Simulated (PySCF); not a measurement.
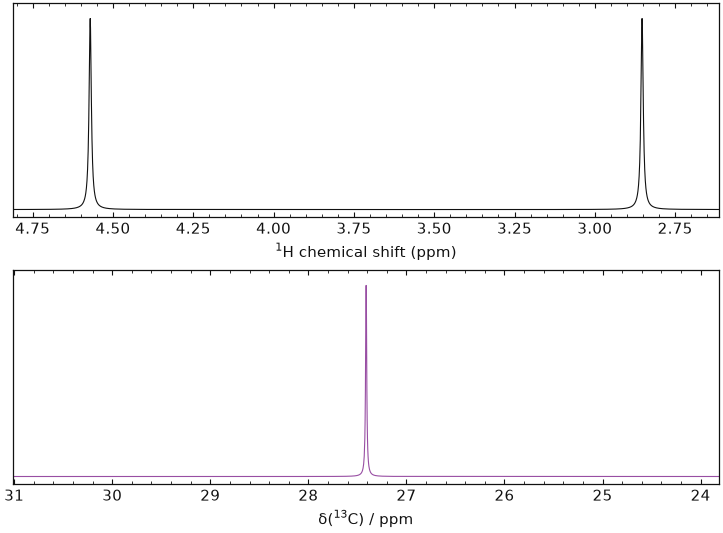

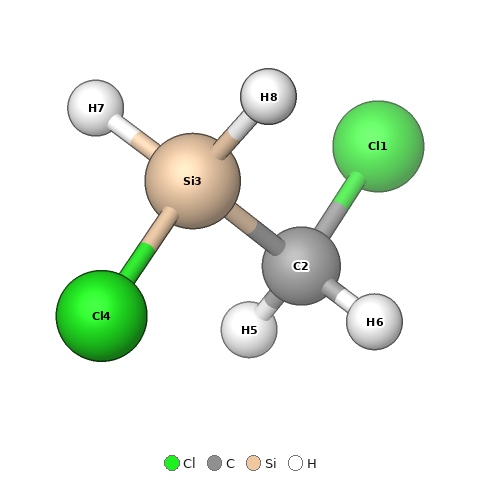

Spectrum and numbered structure of CH₄Cl₂Si, SMILES ClC[SiH2]Cl. GIAO shifts, HF/pcSseg-2 in PySCF 2.14.0, at a PBE0-D3(BJ)/def2-SVP geometry (no frequency check), against TMS for ¹H and TMS for ¹³C computed at the same level. Gas phase, fully decoupled, line heights follow the number of nuclei, widths are arbitrary (no quadrupolar broadening); values of one conformer, averaged over methyl-type rotors and exact or near symmetry; other conformers aren't averaged in.

> Which atoms give which ¹H line?

| δ (ppm) | nuclei | atoms |
| --- | --- | --- |
| 4.57 | 2 | H7, H8 |
| 2.85 | 2 | H5, H6 |

> Where does the ¹³C line lie?

At 27.4 ppm (C2).
